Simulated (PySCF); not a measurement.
BH10N2Si3 (doublet)

Input file:

```
{"job": {"kind": "epr"}, "charge": 0, "multiplicity": 2}
Si    -1.023677    -1.085828    -0.211084
Si    -2.700064     0.131619     0.912099
N     -1.535915    -1.298453    -1.859926
B      1.502862    -0.132526     0.622663
Si     3.142593     1.033952     0.417875
N      0.481739    -0.150635    -0.336336
H     -3.995741    -0.612334     0.808783
H     -2.897295     1.510136     0.357256
H     -2.323494     0.243310     2.353867
H     -0.895146    -1.711719    -2.531900
H     -2.486046    -1.603795    -2.046491
H      1.366122    -0.846040     1.596891
H      3.260940     2.018974     1.542794
H      4.404770     0.223728     0.414389
H      3.113520     1.820541    -0.862929
H      0.570894     0.447761    -1.156604
```

Launched as:

```sh
OMP_NUM_THREADS=1 python cluster_run.py task.json out
```

Geometry: PBE0-D3(BJ)/def2-SVP.

All numbers below come from UKS B3LYP, IGLO-III on B N Si, pcH-1 on H, non-relativistic, mean-field spin-orbit, GIAO (PySCF).

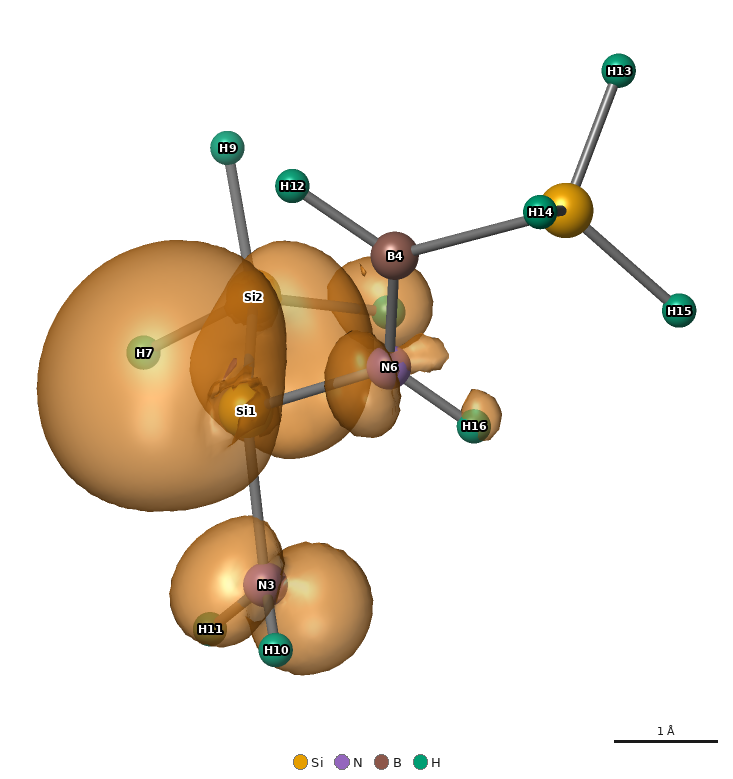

Figure 1. Isosurfaces of the spin density (α minus β) at +0.015 (orange) and −0.015 e/Å³ (purple), seen at an oblique angle.

**Which atoms carry the spin?**

The unpaired spin (1 electron) lies mostly on Si1 (about 0.6), Si2 (about 0.1) and N3 (about 0.1), in electrons by Hirshfeld's partition.

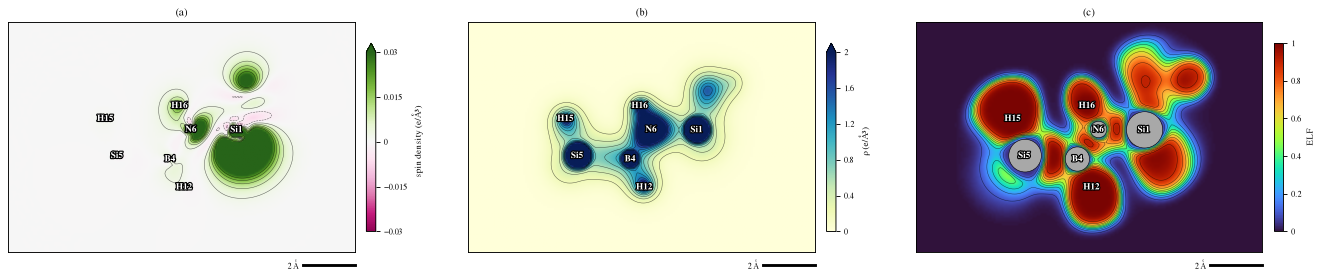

Figure 2. (a) spin density; (b) electron density; (c) ELF on the plane of atoms B4, Si5 and H15. Grey discs cover the atomic cores in the ELF map.

**What does the map show?**

The section cuts through Si, B, N and H sites. B–N (1.40 Å): ρ at the midpoint is about 1.9 e/Å³; the ELF peaks at about 0.95 between the atoms: a polar covalent bond. Si–B (2.02 Å): ρ at the midpoint is about 0.8 e/Å³; the ELF peaks at about 1 between the atoms: localised, covalent bonding. N–H (1.02 Å): the density is about 2.8 e/Å³ at the midpoint; the ELF climbs to about 1 towards the hydrogen, as it does in any bond to H; a covalent bond by its length. B–H (1.22 Å): ρ at the midpoint is about 1.2 e/Å³; the ELF climbs to about 1 towards the hydrogen (an ordinary covalent bond to hydrogen). Si–H (1.50 Å): ρ at the midpoint is about 0.77 e/Å³; the ELF climbs to about 1 towards the hydrogen. The ELF also peaks beside Si1 and N3, away from the bonds: non-bonding electrons, paired or unpaired.

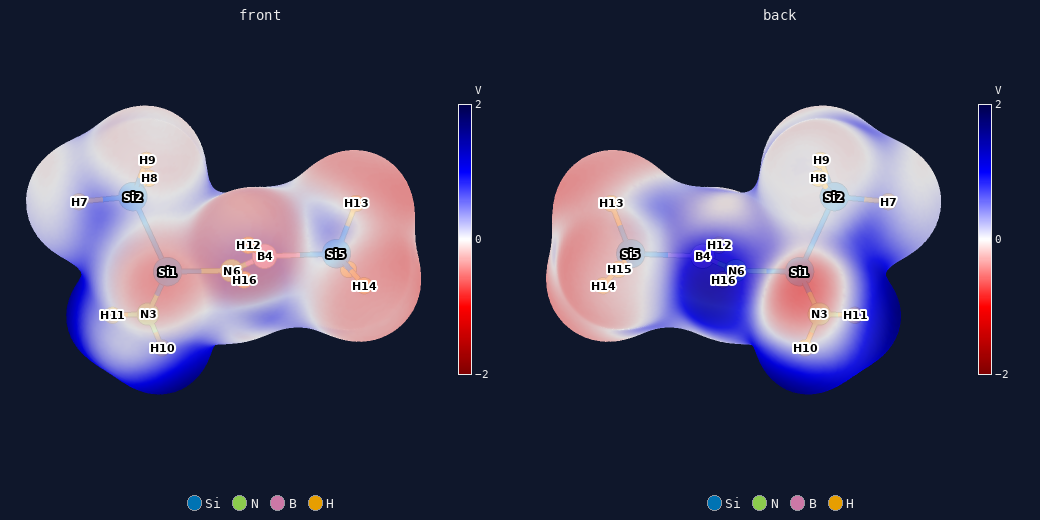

Figure 3. The molecular electrostatic potential painted on the density surface at 0.001 e/bohr³, seen from the front and from behind; the colour scale runs from red (negative) to blue (positive).

**Which sites attract a positive test charge, and which a negative one?**

A positive charge is drawn to the negative regions and a negative charge to the positive ones. The most negative region (about −0.5 V) lies over N3, the most positive (about +1.6 V) over H10 and H11.
